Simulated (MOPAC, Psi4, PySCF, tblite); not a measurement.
Two rigid molecules brought together: F4Si ··· Cl2 (SMILES F[Si](F)(F)F and ClCl), singlet. Monomers: optimised at B3LYP-D3(BJ) (def2-TZVP), held rigid. Orientation: a random orientation, not optimised. The monomers approach along the line of their centres of mass (distance R); nothing else relaxes.

Geometry at R = 5.60 Å (first 5 atoms: monomer A):
```
7

F      1.3557    -0.1236     0.7766
Si     0.0000     0.0001    -0.0002
F     -0.1698    -1.2317    -0.9541
F     -1.1870     0.0351     1.0228
F      0.0011     1.3202    -0.8451
Cl    -1.3377    -3.3046    -5.3975
Cl    -0.0479    -2.5685    -4.0378
```

- HF/aug-cc-pVDZ, counterpoise-corrected (Psi4)
- PM3, restricted, heats of formation (MOPAC)
- RKS-B3LYP/3-21G = restricted B3LYP/3-21G, no counterpoise correction (PySCF)
- BLYP/def2-TZVP, counterpoise-corrected (Psi4)
- GFN2-xTB (tblite)

Interaction energies in kcal/mol (negative: bound); R is the distance of the centres of mass, d the F3···Cl7 distance.

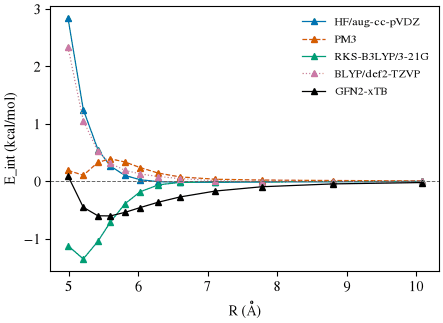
Figure. Interaction energy against separation.

```csv
R / Å,d / Å,HF/aug-cc-pVDZ,PM3,RKS-B3LYP/3-21G,BLYP/def2-TZVP,GFN2-xTB
4.99,2.77,2.84,0.19,-1.12,2.33,0.09
5.21,2.98,1.25,0.11,-1.35,1.06,-0.45
5.42,3.19,0.55,0.33,-1.04,0.52,-0.60
5.60,3.36,0.27,0.39,-0.71,0.31,-0.60
5.81,3.57,0.10,0.34,-0.39,0.19,-0.54
6.03,3.78,0.03,0.24,-0.18,0.13,-0.46
6.29,4.04,-0.01,0.14,-0.06,0.08,-0.36
6.60,4.34,-0.02,0.08,-0.02,0.05,-0.27
7.11,4.85,-0.02,0.04,-0.01,0.01,-0.17
7.78,5.51,-0.01,0.02,-0.01,0.00,-0.09
8.81,6.53,-0.01,0.01,0.00,0.00,-0.04
10.08,7.80,0.00,0.01,0.00,0.00,-0.02
```

Lowest grid point: HF/aug-cc-pVDZ -0.02 kcal/mol at R = 6.60 Å; PM3 0.01 kcal/mol at R = 10.08 Å; RKS-B3LYP/3-21G -1.35 kcal/mol at R = 5.21 Å; BLYP/def2-TZVP 0.00 kcal/mol at R = 8.81 Å; GFN2-xTB -0.60 kcal/mol at R = 5.60 Å.
